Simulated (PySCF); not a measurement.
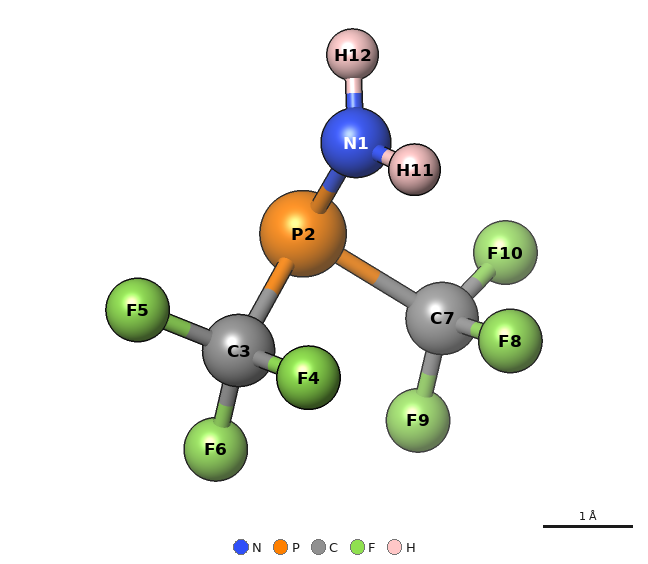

Orthographic view. Depth is shown by fading: the farther an atom, the more it takes the colour of the background. The computed structure is the end point of a PBE0-D3(BJ)/def2-SVP optimisation. No frequency run is at hand to confirm it as a minimum.

Write a MOL file (V2000) with the atoms in numerical order, bonds sorted by atom number with the orders drawn, and coordinates in the frame of the picture: x right, y up, z towards the viewer, origin at the mean position.

```
C2H2F6NP
                    3D

 12 11  0  0  0  0  0  0  0  0999 V2000
    0.0700    1.6200    0.5600 N   0  0  0  0  0  0  0  0  0  0  0  0
   -0.5300    0.5800   -0.6100 P   0  0  0  0  0  0  0  0  0  0  0  0
   -1.2700   -0.7400    0.5300 C   0  0  0  0  0  0  0  0  0  0  0  0
   -0.4700   -1.0500    1.5600 F   0  0  0  0  0  0  0  0  0  0  0  0
   -2.4100   -0.2800    1.0300 F   0  0  0  0  0  0  0  0  0  0  0  0
   -1.5300   -1.8600   -0.1400 F   0  0  0  0  0  0  0  0  0  0  0  0
    1.0400   -0.3800   -1.0600 C   0  0  0  0  0  0  0  0  0  0  0  0
    1.8200   -0.6300    0.0000 F   0  0  0  0  0  0  0  0  0  0  0  0
    0.7700   -1.5400   -1.6600 F   0  0  0  0  0  0  0  0  0  0  0  0
    1.7600    0.3700   -1.9000 F   0  0  0  0  0  0  0  0  0  0  0  0
    0.7300    1.3100    1.2700 H   0  0  0  0  0  0  0  0  0  0  0  0
    0.0300    2.6100    0.4100 H   0  0  0  0  0  0  0  0  0  0  0  0
  1  2  1  0
  1 11  1  0
  1 12  1  0
  2  3  1  0
  2  7  1  0
  3  4  1  0
  3  5  1  0
  3  6  1  0
  7  8  1  0
  7  9  1  0
  7 10  1  0
M  END
```
